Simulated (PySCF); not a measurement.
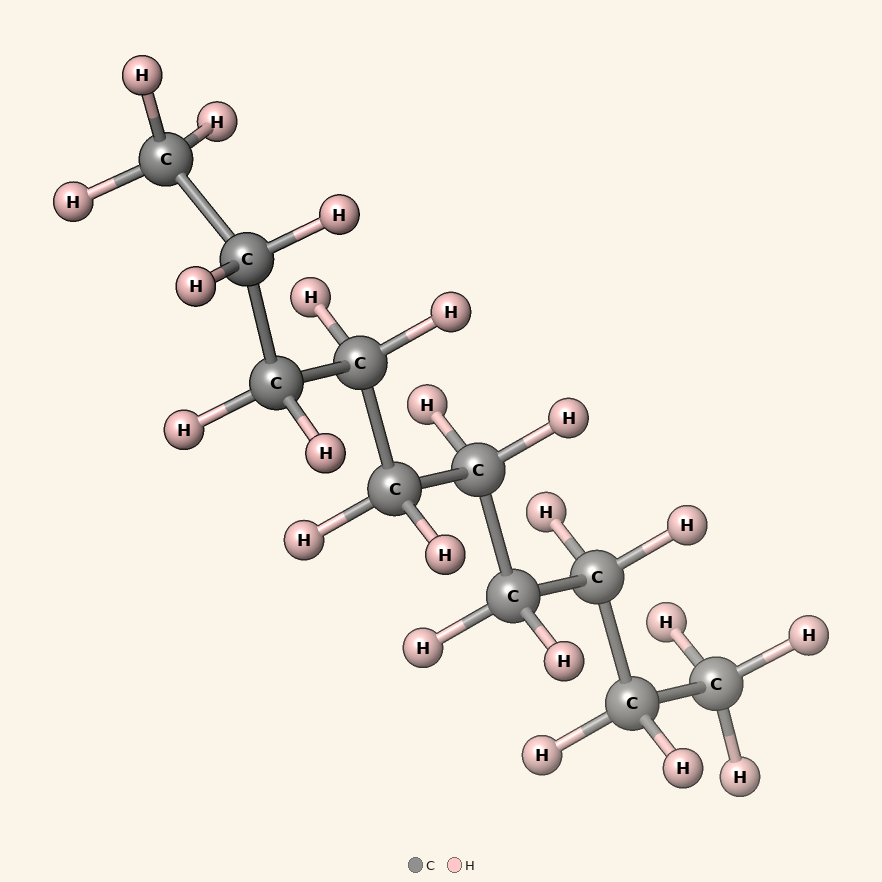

Orthographic view. Atoms fade into the background with distance from the viewer. The geometry was computed by an optimisation with PBE0-D3(BJ)/def2-SVP. No frequency run is at hand to confirm it as a minimum.

### Give the standard InChI.

InChI=1S/C10H22/c1-3-5-7-9-10-8-6-4-2/h3-10H2,1-2H3
